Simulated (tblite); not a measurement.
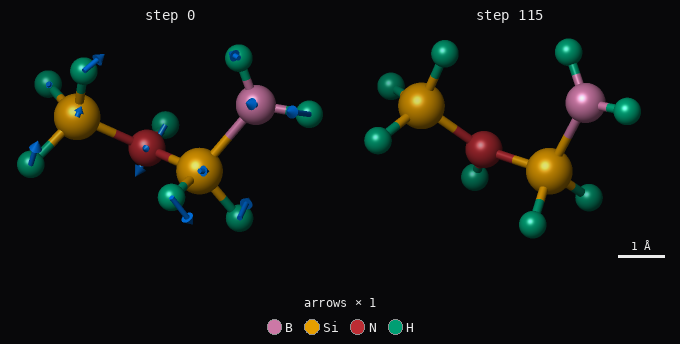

The structure of BSi₂NH₈ before (left) and after (right) a relaxation, at one scale. The blue arrows give the displacements, at their true length.

A ball-and-stick model, seen at a tilt.

Level of theory: GFN2-xTB geometry optimisation, gas phase in tblite 0.8.0. 

Question: What changed between the two?

Answer: After 115 geometry steps the energy has fallen by 0.369 eV. An H atom moves most after the best rigid fit: 1.33 Å. Largest moves by element: H 1.33 Å, B 0.36 Å, Si 0.29 Å, N 0.13 Å. Near-neighbour distances that change, for instance: N–Si 1.765 → 1.729 Å, H–N 1.041 → 1.008 Å, H–Si 1.494 → 1.471 Å, H–Si 1.472 → 1.485 Å. Bond angles that change, for instance: Si–N–Si 116.8° → 130.2°, B–Si–H 104.3° → 114.7°, N–Si–H 114.4° → 107.3°. Groups turn about B–Si by about 60°.
